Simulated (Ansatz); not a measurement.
Cell of fluorite-like CuAl2 (0 0 1) on silicon (0 0 1) (film strained to the substrate, faces as cut), with its geometry taken from a PBE run:

```xyz
24
Lattice="3.8671 -0.0005 -0.0892 -0.0008 3.8674 -0.0643 -0.6837 -1.4589 29.1131" Properties=species:S:1:pos:R:3 pbc="T T T"
Si    -0.4419    -0.1627     2.0481
Si     1.4606    -0.1816     0.6605
Si     1.5507     1.8175     4.7116
Si    -0.4150     1.7942     3.3901
Si    -0.3204    -0.0710     7.5218
Si     1.5813    -0.0930     6.1104
Si     1.6739     1.9067    10.1781
Si    -0.2908     1.8855     8.8560
Si    -0.2017     0.0175    12.9827
Si     1.7014    -0.0041    11.5763
Si     1.8406     1.9994    15.6890
Si    -0.1275     1.9740    14.3156
Al     2.2930     0.0876    17.4530
Al     0.3916     2.0246    17.8300
Al     0.4896     2.0795    20.8336
Al     2.4233     0.1457    20.8163
Al     2.4977     0.1955    23.8546
Al     0.5646     2.1293    23.8505
Al     0.6427     2.1807    26.9594
Al     2.5822     0.2453    26.8556
Cu     2.3764     2.0545    19.2515
Cu     0.5275     0.1706    22.3739
Cu     2.5357     2.1547    25.3436
Cu     0.6882     0.2716    28.4798
```

Level of theory: r2SCAN (plane waves to 500 eV, PAW; Ansatz, a program for electronic structure). Scalar-relativistic, without spin–orbit coupling; the runs are not spin-polarised. Its k-point mesh 8×8×1, Fermi–Dirac width 0.05 eV.

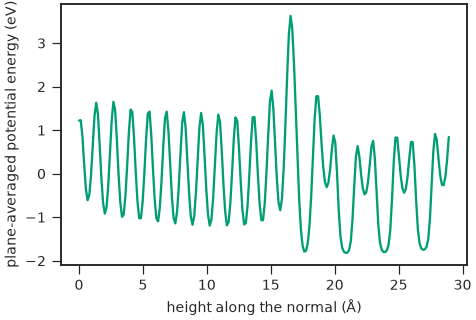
*Smooth (PAW) electrostatic potential energy of an electron, averaged over planes, about its mean*

The curve spans 5.4 eV over the stretch drawn.
